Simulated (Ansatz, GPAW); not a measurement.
**Mg/Cd(0001): work function by functional and basis**

How far do functional and basis move the work function of Mg/Cd(0001)?

Main program and level: GPAW 26.7.0 and Ansatz 0.2.0; Ansatz plane waves; slab in vacuum with a dipole correction, relaxation, in the first sound run; inputs show where later runs differ.

**1. Set-up**

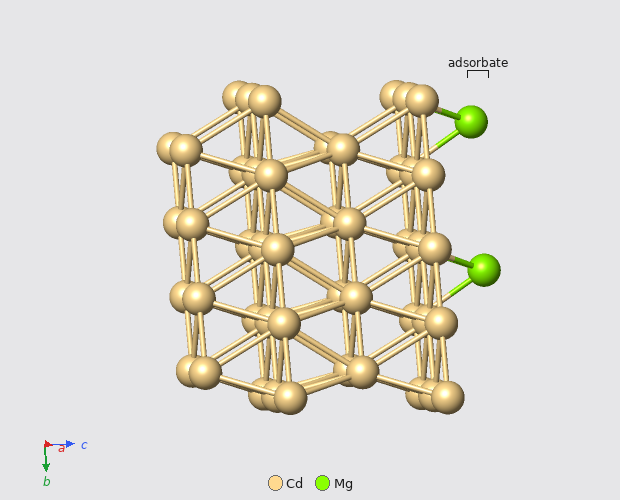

The starting structure, seen from the side, with the c axis across the page (cadmium orange, magnesium green). 1×2×1 cells are drawn. Some periodic images of atoms are drawn too.

The cell holds 17 atoms: 16 Cd and 1 Mg. Cell: a = 5.960 Å, b = 5.960 Å, c = 24.879 Å, α = 90.0°, β = 90.0°, γ = 60.0°. Vacuum lies along c.

**2. Relaxation**

Forces are removed first; all later runs use this geometry. The lowest 8 atoms are held at bulk positions and keep their forces.

The input, input.yaml:

```yaml
crystal:
  lattice:
    - [5.96, 0.0, 0.0]
    - [2.98, 5.1615114066, 0.0]
    - [0.0, 0.0, 24.8788731682]
  atoms:
    - { symbol: Cd, position: [0.3333333334, 0.3333333334, 0.2813632254] }
    - { symbol: Cd, position: [0.0, 0.0, 0.3943160904] }
    - { symbol: Cd, position: [0.3333333334, 0.3333333334, 0.5072689553] }
    - { symbol: Cd, position: [0.0, 0.0, 0.6202218202] }
    - { symbol: Cd, position: [0.3333333334, 0.8333333334, 0.2813632254] }
    - { symbol: Cd, position: [0.0, 0.5, 0.3943160904] }
    - { symbol: Cd, position: [0.3333333334, 0.8333333334, 0.5072689553] }
    - { symbol: Cd, position: [0.0, 0.5, 0.6202218202] }
    - { symbol: Cd, position: [0.8333333334, 0.3333333334, 0.2813632254] }
    - { symbol: Cd, position: [0.5, 0.0, 0.3943160904] }
    - { symbol: Cd, position: [0.8333333334, 0.3333333334, 0.5072689553] }
    - { symbol: Cd, position: [0.5, 0.0, 0.6202218202] }
    - { symbol: Cd, position: [0.8333333334, 0.8333333334, 0.2813632254] }
    - { symbol: Cd, position: [0.5, 0.5, 0.3943160904] }
    - { symbol: Cd, position: [0.8333333334, 0.8333333334, 0.5072689553] }
    - { symbol: Cd, position: [0.5, 0.5, 0.6202218202] }
    - { symbol: Mg, position: [0.1666666667, 0.1666666667, 0.7186367746] }
kpoints:
  mp_grid: { grid: [6, 6, 1] }
hamiltonian:
  xc: pbe
scf:
  occupations: { method: fermi_dirac, width: 0.1 }
efield:
  axis: 3
  dipole_correction: true
  ramp_width: 0.05
relax:
  f_tol: 0.02
  max_steps: 60
  constraints: [{ sites: [0, 1, 4, 5, 8, 9, 12, 13] }]
output:
  write_potential: true
  write_density: true
  volumetric_format: npy
```

Run with:

```console
$ ansatz run input.yaml --threads 4 --pin off --max-ram 8192MiB --backend cpu --events-out ev --progress --plain --runs-dir out
```

Numbers of over 12 decimals in the logs are rounded to 6 here.

The log of the run:

```text
Engine: ansatz 0.2.0, aarch64-unknown-linux-gnu
Pseudopotentials: kind: paw
Pseudopotential: Cd, paw, valence charge 20, recommended cutoff 420 eV (normal), Cd.paw.azcp
Pseudopotential: Mg, paw, valence charge 10, recommended cutoff 420 eV (normal), Mg.paw.azcp
Functional definition: PBE
  parameter kappa = 0.804
  parameter beta = 0.066725
  exchange = pbe_x(kappa = kappa, mu = beta*pi^2/3)
  correlation = pbe_c(beta = beta)
Crystal: 17 atoms, lattice volume = 765.339 Å³
Basis set: ecut = 420 eV, 14879 PW (Γ), exchange–correlation on 80×80×360 points (8 copies of the dense FFT grid, shifted against one another)
Bands: 198, of which v1, the nominal top of the filled ones, is band 165 counted from 1 (164 counted from 0)
Symmetry: 6 space group operations
Space group: P3m1 (ITA 156), of the structure as read, at distance tolerance 9.1e-5 Å
k-points: 7 of 36 (time reversal used)
Non-local potential: Cd, projectors of the file, l = 0: 3, l = 1: 2, l = 2: 2, l = 3: 1
Non-local potential: Mg, projectors of the file, l = 0: 3, l = 1: 2, l = 2: 1
PAW form: soft (Blöchl's): semilocal exchange-correlation on the pseudo side does not see the compensation charge
PAW one-centre angular grid: Cd, 590 points (default); XC on 64 Gauss nodes
PAW one-centre angular grid: Mg, 110 points (default); XC on 64 Gauss nodes
Initial density: superposition of atomic densities (neutral atoms: chi_scale 0, normalization atom), corrected by the library's trained network
Initial wavefunctions: pseudopotential atomic-orbital guess
Functional: x = pbe(κ = 0.804, μ = 0.219515), c = pbe(β = 0.066725)
SCF iter   1: F=—  HF=-133993.347283 eV  |F-HF|=—  |Δ(HF+E_count)|=         —  Δρ=2.63e-3  dr2=2.06e0  ethr=1.77e-3  p=0.171 e·Å  D=4.04e-2 V/Å  ΔV_dip=-1.00 eV  dr2_dipole=1.30e0  V_vac-E_F(+/−)=2.95/3.95 eV  ⟨swp⟩=6.7  Hψ=5336  notcnv=0  defer=95
efield: sawtooth ramp at fractional position 0.9750 (placed from the atoms, in the widest stretch of the axis that holds none; the zero of the levels goes with the place), width 0.0500; the density the first Hamiltonian is built on has a dipole p = 0.171 e·Å; the dipole correction subtracts the counter field D = 4.04e-2 V/Å, which shifts the + side's vacuum level by -1.00 eV against the − side's; the planar-averaged density in the ramp window peaks in size at 5.2e-5 e/Å³
preconditioner: auto → LDOS  [metal: Δε(μ)=0.069 eV  Ē_g=11.691 eV  σ=0.100 eV  W_gap=0.17  n_scr=174 (ndim 8)  ℏωp=18.7 eV  f_vac=0.489  D(μ)=4.94/eV (n_scr^D=8)  β→1.0]
SCF iter   2: F=—  HF=-133993.243805 eV  |F-HF|=—  |Δ(HF+E_count)|=   1.03e-1  Δρ=2.00e-3  dr2=2.31e-1  ethr=6.23e-4  p=-0.008 e·Å  D=-1.80e-3 V/Å  ΔV_dip=0.04 eV  dr2_dipole=1.30e-1  V_vac-E_F(+/−)=3.84/3.80 eV  ⟨swp⟩=2.4  Hψ=1680  notcnv=0  defer=110
SCF iter   3: F=—  HF=-133993.219253 eV  |F-HF|=—  |Δ(HF+E_count)|=   2.46e-2  Δρ=2.99e-4  dr2=5.40e-3  ethr=7.01e-5  p=0.045 e·Å  D=1.06e-2 V/Å  ΔV_dip=-0.26 eV  dr2_dipole=1.28e-3  V_vac-E_F(+/−)=3.58/3.84 eV  ⟨swp⟩=2.0  Hψ=1707  notcnv=0  defer=110
SCF iter   4: F=—  HF=-133993.219852 eV  |F-HF|=—  |Δ(HF+E_count)|=   5.99e-4  Δρ=1.11e-4  dr2=2.09e-4  ethr=1.64e-6  p=0.044 e·Å  D=1.04e-2 V/Å  ΔV_dip=-0.26 eV  dr2_dipole=3.05e-5  V_vac-E_F(+/−)=3.59/3.85 eV  ⟨swp⟩=2.0  Hψ=2082  notcnv=0  defer=110
SCF iter   5: F=—  HF=-133993.219867 eV  |F-HF|=—  |Δ(HF+E_count)|=   1.52e-5  Δρ=8.31e-5  dr2=6.87e-5  ethr=6.33e-8  p=0.045 e·Å  D=1.06e-2 V/Å  ΔV_dip=-0.26 eV  dr2_dipole=1.91e-6  V_vac-E_F(+/−)=3.59/3.85 eV  ⟨swp⟩=2.0  Hψ=1982  notcnv=0  defer=110
SCF iter   6: F=-133993.219854 eV  HF=-133993.219855 eV  |F-HF|=1.17e-6  |Δ(HF+E_count)|=   1.21e-5  Δρ=1.52e-5  dr2=3.32e-6  ethr=3.03e-9  p=0.045 e·Å  D=1.06e-2 V/Å  ΔV_dip=-0.26 eV  dr2_dipole=5.43e-7  V_vac-E_F(+/−)=3.59/3.85 eV  ⟨swp⟩=10.0  Hψ=11195  notcnv=0
SCF 1 converged in 6 iterations: F = -133993.219854 eV  dr2 = 3.32e-6
  greatest PAW one-centre occupation: 1.000 electrons in one spin orbital (limit 2), on the Cd atom at site 11 (counted from 0), in its partial waves of l = 0
relax step   1: F+E_penalty+E_count = -133993.21985359 eV  Δ(F+E_penalty+E_count) = +0.000e0 eV  max|allowed force component| = 3.403e-1 eV/Å  Δτ_max = 0.0000 Å  (6 SCF iters, dr2 threshold 1.00e-5 eV, accepted)
Initial density: handed on by an earlier stage of this run
Initial wavefunctions: those handed on with the density
iter 1 solved again at ethr=1.72e-5 eV; its pass at ethr=3.10e-3 eV (dr2=5.66e-2 eV) is discarded
SCF iter   1: F=—  HF=-133993.303953 eV  |F-HF|=—  |Δ(HF+E_count)|=         —  Δρ=2.16e-3  dr2=5.05e-2  ethr=1.72e-5  p=0.045 e·Å  D=1.06e-2 V/Å  ΔV_dip=-0.26 eV  dr2_dipole=6.66e-3  V_vac-E_F(+/−)=3.61/3.87 eV  ⟨swp⟩=2.0  Hψ=5445  notcnv=0  defer=78
efield: sawtooth ramp at fractional position 0.9750 (handed on by an earlier solve), width 0.0500; the density the first Hamiltonian is built on has a dipole p = 0.045 e·Å; the dipole correction subtracts the counter field D = 1.06e-2 V/Å, which shifts the + side's vacuum level by -0.26 eV against the − side's; the planar-averaged density in the ramp window peaks in size at 3.1e-6 e/Å³
preconditioner: auto → LDOS  [metal: Δε(μ)=0.103 eV  Ē_g=11.747 eV  σ=0.100 eV  W_gap=0.25  n_scr=174 (ndim 8)  ℏωp=18.7 eV  f_vac=0.482  D(μ)=4.13/eV (n_scr^D=6)  β→1.0]
SCF iter   2: F=—  HF=-133993.308866 eV  |F-HF|=—  |Δ(HF+E_count)|=   4.91e-3  Δρ=1.34e-3  dr2=4.00e-2  ethr=1.53e-5  p=0.052 e·Å  D=1.24e-2 V/Å  ΔV_dip=-0.31 eV  dr2_dipole=5.53e-3  V_vac-E_F(+/−)=3.54/3.85 eV  ⟨swp⟩=2.3  Hψ=2389  notcnv=0  defer=78
SCF iter   3: F=—  HF=-133993.302209 eV  |F-HF|=—  |Δ(HF+E_count)|=   6.66e-3  Δρ=2.82e-4  dr2=9.30e-4  ethr=1.21e-5  p=0.049 e·Å  D=1.16e-2 V/Å  ΔV_dip=-0.29 eV  dr2_dipole=2.57e-6  V_vac-E_F(+/−)=3.57/3.86 eV  ⟨swp⟩=2.0  Hψ=1994  notcnv=0  defer=78
SCF iter   4: F=—  HF=-133993.302632 eV  |F-HF|=—  |Δ(HF+E_count)|=   4.23e-4  Δρ=1.09e-4  dr2=2.01e-4  ethr=2.82e-7  p=0.050 e·Å  D=1.18e-2 V/Å  ΔV_dip=-0.29 eV  dr2_dipole=5.42e-6  V_vac-E_F(+/−)=3.56/3.85 eV  ⟨swp⟩=2.1  Hψ=2432  notcnv=0  defer=85
SCF iter   5: F=-133993.302602 eV  HF=-133993.302601 eV  |F-HF|=1.15e-6  |Δ(HF+E_count)|=   3.10e-5  Δρ=2.16e-5  dr2=5.49e-6  ethr=2.19e-9  p=0.050 e·Å  D=1.18e-2 V/Å  ΔV_dip=-0.29 eV  dr2_dipole=2.53e-8  V_vac-E_F(+/−)=3.56/3.85 eV  ⟨swp⟩=10.0  Hψ=11864  notcnv=0
SCF 2 converged in 5 iterations: F = -133993.302602 eV  dr2 = 5.49e-6
relax step   2: F+E_penalty+E_count = -133993.30260232 eV  Δ(F+E_penalty+E_count) = -8.275e-2 eV  max|allowed force component| = 2.050e-1 eV/Å  Δτ_max = 0.1918 Å  (5 SCF iters, dr2 threshold 7.24e-6 eV, accepted)
[...]
SCF iter   4: F=—  HF=-133993.334050 eV  |F-HF|=—  |Δ(HF+E_count)|=   3.95e-4  Δρ=9.30e-5  dr2=1.79e-4  ethr=2.75e-7  p=0.055 e·Å  D=1.30e-2 V/Å  ΔV_dip=-0.32 eV  dr2_dipole=1.02e-5  V_vac-E_F(+/−)=3.53/3.85 eV  ⟨swp⟩=2.1  Hψ=2119  notcnv=0  defer=98
SCF iter   5: F=—  HF=-133993.334024 eV  |F-HF|=—  |Δ(HF+E_count)|=   2.60e-5  Δρ=1.74e-5  dr2=3.36e-6  ethr=5.41e-8  p=0.055 e·Å  D=1.30e-2 V/Å  ΔV_dip=-0.32 eV  dr2_dipole=3.63e-13  V_vac-E_F(+/−)=3.53/3.85 eV  ⟨swp⟩=2.0  Hψ=1963  notcnv=0  defer=98
SCF iter   6: F=-133993.334026 eV  HF=-133993.334026 eV  |F-HF|=5.92e-8  |Δ(HF+E_count)|=   2.12e-6  Δρ=6.60e-6  dr2=4.35e-7  ethr=7.96e-10  p=0.055 e·Å  D=1.31e-2 V/Å  ΔV_dip=-0.33 eV  dr2_dipole=2.00e-8  V_vac-E_F(+/−)=3.53/3.85 eV  ⟨swp⟩=10.3  Hψ=9963  notcnv=0
SCF 3 converged in 6 iterations: F = -133993.334026 eV  dr2 = 4.35e-7
relax step   3: F+E_penalty+E_count = -133993.33402632 eV  Δ(F+E_penalty+E_count) = -3.142e-2 eV  max|allowed force component| = 8.469e-2 eV/Å  Δτ_max = 0.1919 Å  (6 SCF iters, dr2 threshold 2.63e-6 eV, accepted)
[...]
relax step   4: F+E_penalty+E_count = -133993.33763048 eV  Δ(F+E_penalty+E_count) = -3.604e-3 eV  max|allowed force component| = 1.100e-2 eV/Å  Δτ_max = 0.0969 Å  (5 SCF iters, dr2 threshold 1.22e-6 eV, accepted)
iter 1 solved again at ethr=6.70e-11 eV; its pass at ethr=3.10e-3 eV (dr2=2.21e-7 eV) is discarded
SCF iter   1: F=—  HF=-133993.337623 eV  |F-HF|=—  |Δ(HF+E_count)|=         —  Δρ=5.29e-6  dr2=2.21e-7  ethr=6.70e-11  p=0.056 e·Å  D=1.32e-2 V/Å  ΔV_dip=-0.33 eV  dr2_dipole=1.74e-8  V_vac-E_F(+/−)=3.52/3.85 eV  ⟨swp⟩=1.0  Hψ=3250  notcnv=0  defer=101
efield: sawtooth ramp at fractional position 0.9750 (handed on by an earlier solve), width 0.0500; the density the first Hamiltonian is built on has a dipole p = 0.056 e·Å; the dipole correction subtracts the counter field D = 1.32e-2 V/Å, which shifts the + side's vacuum level by -0.33 eV against the − side's; the planar-averaged density in the ramp window peaks in size at 7.3e-6 e/Å³
preconditioner: auto → LDOS  [metal: Δε(μ)=0.191 eV  Ē_g=11.664 eV  σ=0.100 eV  W_gap=0.44  n_scr=174 (ndim 8)  ℏωp=18.7 eV  f_vac=0.474  D(μ)=3.32/eV (n_scr^D=6)  β→1.0]
SCF iter   2: F=—  HF=-133993.337631 eV  |F-HF|=—  |Δ(HF+E_count)|=   7.93e-6  Δρ=3.50e-6  dr2=2.13e-7  ethr=6.70e-11  p=0.056 e·Å  D=1.32e-2 V/Å  ΔV_dip=-0.33 eV  dr2_dipole=1.35e-9  V_vac-E_F(+/−)=3.52/3.85 eV  ⟨swp⟩=3.0  Hψ=2366  notcnv=0  defer=101
SCF iter   3: F=-133993.337631 eV  HF=-133993.337631 eV  |F-HF|=2.69e-8  |Δ(HF+E_count)|=   3.40e-8  Δρ=1.53e-6  dr2=4.20e-8  ethr=3.03e-11  p=0.056 e·Å  D=1.32e-2 V/Å  ΔV_dip=-0.33 eV  dr2_dipole=7.05e-11  V_vac-E_F(+/−)=3.52/3.85 eV  ⟨swp⟩=7.0  Hψ=8352  notcnv=0
SCF 5 converged in 3 iterations: F = -133993.337631 eV  dr2 = 4.20e-8
relax step   5: F+E_penalty+E_count = -133993.33763058 eV  Δ(F+E_penalty+E_count) = -1.017e-7 eV  max|allowed force component| = 1.097e-2 eV/Å  Δτ_max = 0.0000 Å  (3 SCF iters, accepted)
NSCF: frozen V_eff on 7 k-points
the band table was solved once a step of the walk had ended and its energy, with any forces and stress, was formed, with the checks that follow a solve (5651 applications of the Hamiltonian). They found nothing against the state; the energy, forces and stress were not computed again (output.eigenvalues in the input reference)
WARN: The output density's exchange-correlation potential varies sharply where the density is thin. Do not read a vacuum level from v_tot or v_xc, or from such a field of the output density. On a cell that repeats whose density bears no net charge and no dipole along the vacuum's axis use v_es (v_loc + v_h of the components); under efield.dipole_correction with no amplitude use v_es + v_field, which holds any externa [...]
SCF converged after 3 iterations
Free energy (F): -133993.337631 eV
Harris-Foulkes:  -133993.337631 eV  (|F-HF|=2.69e-8)
Internal energy: -133993.216495 eV  (E = F + TS)
E sigma→0 (E₀):  -133993.277063 eV
Entropy (-TS):   -0.121135 eV (-7.126 meV/atom)
Fermi energy:    4.939166 eV
Dipole field:    D = 0.013229 V/Å  (p = 0.055952 e·Å, saw-weighted, corrected)
Work function:   Φ+ = 3.5164 eV   Φ− = 3.8456 eV
Levels:          The Fermi level and band energies are counted from a zero that moves with the ramp; work functions are not
--- Per-component energies (eV) ---
  E_band       = -9781.189743
  E_kinetic    = 8146.327644
  E_local      = -411820.296555  (includes V_loc(G=0)·N_el)
  E_nonlocal   = 608.306172
  E_hartree    = 202753.623245
  E_xc         = -2858.751105
  E_vxc        = -3586.262655  (∫ρ·V_xc dr)
  E_paw        = -65604.605052  (= ΣΔE_a)
  E_vpaw       = -8640.407532  (= ΣTr[D̂ρ^β])
  E_aug_tail   = 0.000220  (compensation charges beyond the density's cutoff)
  E_efield     = 0.000370  (sawtooth field / dipole correction)
  E_vefield    = 3.913976  (∫n·V_field dr)
  E_ewald      = 134782.178565
  E_smearing   = -0.121135  (= −TS)
  E_closure    = 0.000000  (closes the sum)
  Σ components = -133993.337631   (vs F -133993.337631, Δ=0.00e0)
--- Forces (eV/Å), atoms counted from 1 ---
  atom   1  Cd     0.02803005     0.01618316    -0.11655684
  atom   2  Cd    -0.01981138    -0.01143810     0.11490400
  atom   3  Cd    -0.00338588    -0.00195484     0.00053349
  atom   4  Cd    -0.00237795    -0.00137291     0.00524525
  atom   5  Cd     0.00000000    -0.03236632    -0.11655684
  atom   6  Cd    -0.00000000     0.02287621     0.11490400
  atom   7  Cd     0.00000000     0.00390968     0.00053349
  atom   8  Cd    -0.00000000     0.00274582     0.00524525
  atom   9  Cd    -0.02803005     0.01618316    -0.11655684
  atom  10  Cd     0.01981138    -0.01143810     0.11490400
  atom  11  Cd     0.00338588    -0.00195484     0.00053349
  atom  12  Cd     0.00237795    -0.00137291     0.00524525
  atom  13  Cd     0.00000000     0.00000000    -0.10808057
  atom  14  Cd    -0.00000000    -0.00000000     0.11565078
  atom  15  Cd     0.00000000     0.00000000    -0.00863873
  atom  16  Cd    -0.00000000    -0.00000000    -0.00035741
  atom  17  Mg    -0.00000000    -0.00000000    -0.01096668
  max |Σ_I F_I| component: 1.49e-5 eV/Å
--- Band table (eV; the first three rows and the last of 7) ---
  k-point 0: bands = [... 161 lower, 3.5614, 3.7230, 3.7429, 3.7429, 4.0054, 5.1568, 5.1568, 5.2108, ... 29 higher]
  k-point 1: bands = [... 161 lower, 3.8670, 4.0708, 4.2113, 4.4043, 4.4060, 5.4005, 5.4335, 5.5775, ... 29 higher]
  k-point 2: bands = [... 161 lower, 3.5436, 3.6074, 4.4124, 4.7983, 4.8626, 5.6203, 6.0357, 6.3017, ... 29 higher]
  k-point 6: bands = [... 161 lower, 5.0534, 5.0834, 5.3707, 5.4029, 5.5899, 5.7917, 5.9631, 5.9668, ... 29 higher]
--- Relaxed structure (5 steps of the walk, 5 accepted, 0 SCFs on fresh bases) ---
  F+E_penalty+E_count = -133993.33763058 eV   max|allowed force component| = 1.097e-2 eV/Å
  atoms:
    - { symbol: Cd, position: [0.333333, 0.333333, 0.2813632254] }
    - { symbol: Cd, position: [8.16340459093134e-18, 8.163404590931344e-18, 0.3943160904] }
    - { symbol: Cd, position: [0.333510, 0.333510, 0.514676] }
    - { symbol: Cd, position: [-0.00131942, -0.00131942, 0.632211] }
    - { symbol: Cd, position: [0.333333, 0.833333, 0.2813632254] }
    - { symbol: Cd, position: [-2.7755575615628914e-17, 0.5, 0.3943160904] }
    - { symbol: Cd, position: [0.333510, 0.832979, 0.514676] }
    - { symbol: Cd, position: [-0.00131942, 0.502639, 0.632211] }
    - { symbol: Cd, position: [0.833333, 0.333333, 0.2813632254] }
    - { symbol: Cd, position: [0.500000, 8.163404590931344e-18, 0.3943160904] }
    - { symbol: Cd, position: [0.832979, 0.333510, 0.514676] }
    - { symbol: Cd, position: [0.502639, -0.00131942, 0.632211] }
    - { symbol: Cd, position: [0.833333, 0.833333, 0.2813632254] }
    - { symbol: Cd, position: [0.5, 0.5, 0.3943160904] }
    - { symbol: Cd, position: [0.833333, 0.833333, 0.511715] }
    - { symbol: Cd, position: [0.5, 0.5, 0.631437] }
    - { symbol: Mg, position: [0.166667, 0.166667, 0.737952] }
```

The job ended after 3.6 min (4 threads of Arm Neoverse N1, shared host; peak memory 3.1 GiB).

Relaxation path:

```tsv
step	energy less that of the first step (eV)	largest force component (eV/Å)
1	0.0000	0.3403
2	-0.0827	0.2050
3	-0.1142	0.0847
4	-0.1178	0.0110
5	-0.1178	0.0110
```

The run keeps the 6 symmetry operations that it works with, so distortions that break them were not tested.

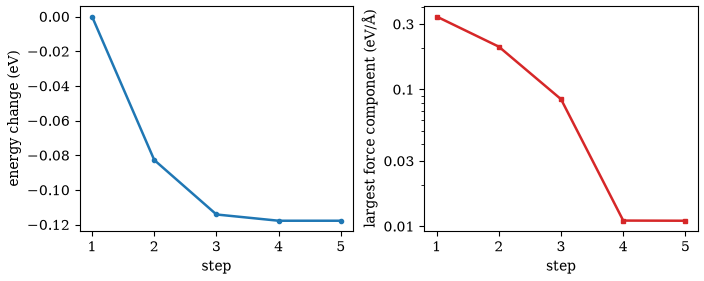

Energy and largest force along the relaxation.

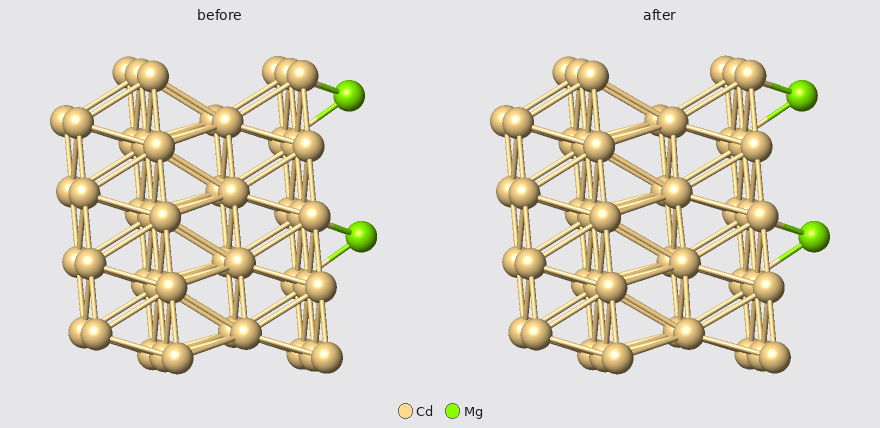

The structure before and after the relaxation, drawn at the same scale.

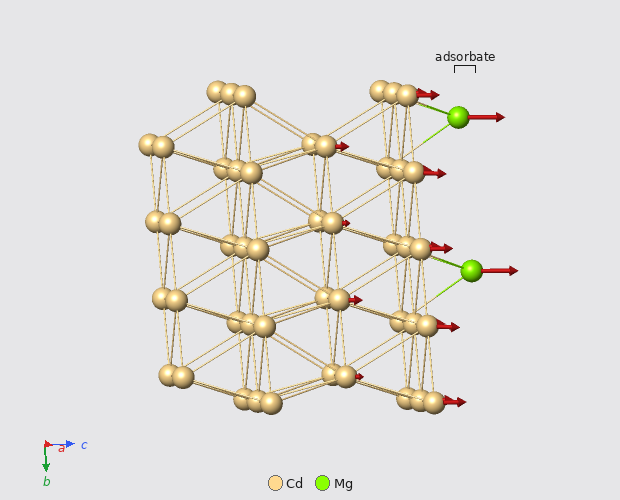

Displacements in the relaxation, exaggerated; the longest in the cell stands for 0.48 Å. 1×2×1 cells are drawn. Some periodic images of atoms are drawn too.

The atoms that moved most (Å):

```tsv
atom	dx	dy	dz	length
Mg17	0.000	0.000	0.481	0.481
Cd4	-0.012	-0.007	0.298	0.299
Cd12	0.012	-0.007	0.298	0.299
Cd8	0.000	0.014	0.298	0.299
Cd16	0.000	0.000	0.279	0.279
Cd7	0.000	-0.002	0.184	0.184
Cd11	-0.002	0.001	0.184	0.184
Cd3	0.002	0.001	0.184	0.184
```

The relaxed structure:

```
Cd Mg
1.0
     5.96000    0.00000    0.00000
     2.98000    5.16151    0.00000
     0.00000    0.00000   24.87887
Cd Mg
16 1
Direct
  0.33333 0.33333 0.28136
  0.00000 0.00000 0.39432
  0.33351 0.33351 0.51468
  0.99868 0.99868 0.63221
  0.33333 0.83333 0.28136
  0.00000 0.50000 0.39432
  0.33351 0.83298 0.51468
  0.99868 0.50264 0.63221
  0.83333 0.33333 0.28136
  0.50000 0.00000 0.39432
  0.83298 0.33351 0.51468
  0.50264 0.99868 0.63221
  0.83333 0.83333 0.28136
  0.50000 0.50000 0.39432
  0.83333 0.83333 0.51171
  0.50000 0.50000 0.63144
  0.16667 0.16667 0.73795
```

This step gave:

* free energy: -133993.3376 eV
* smearing term TS: 0.1211 eV
* symmetry operations: 6
* upper work function: 3.516 eV
* lower work function: 3.846 eV
* dipole along the normal: 0.05595 e·Å
* dipole field: 0.01323 V/Å
* vacuum level above: 8.456 eV
* vacuum level below: 8.785 eV

The electrostatic potential energy of an electron (with the applied field's), less the Fermi level, planar mean oscillates, so the rows of the table below give means over windows of 2.9 Å about each position, cut where the curve ends. Its maxima inside the range that stand out by 2 % of the span (Å: eV): 8.4: 1.21, 11.3: 1.71, 14.2: 1.60, 17.3: 2.01. Its minima: 7.0: -11.0, 9.8: -11.1, 12.7: -11.1, 15.8: -11.2, 18.4: -1.20.

Electrostatic potential energy of an electron (with the applied field's), less the Fermi level, planar mean against z; means over each step:

```tsv
z (Å)	electrostatic potential energy of an electron (with the applied field's), less the Fermi level, planar mean (eV)
1.45	3.83
4.35	3.51
7.25	-4.52
10.15	-4.47
13.05	-4.50
15.95	-4.47
18.85	1.35
21.75	3.49
24.65	3.54
```

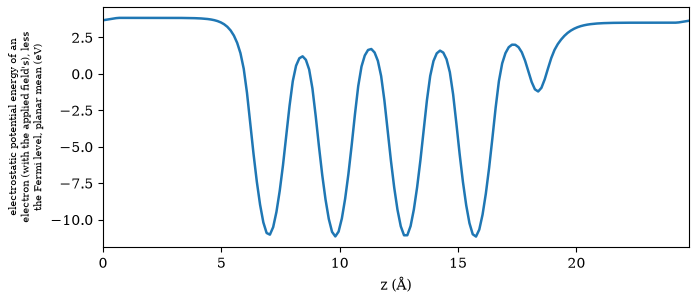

Electrostatic potential energy of an electron (with the applied field's), less the Fermi level, planar mean, plotted against z.

(Part 1 of 3 ends here.)

[Logs are printed without paths, hosts, clocks, repeated set-up lines and the standing remarks that a program may print on its own settings, such as how far it seeks lower states.]

[Hosts, paths, dates, database ids (printed as entryN), source tags and the programs' standing remarks are cut or masked in the printed files.]
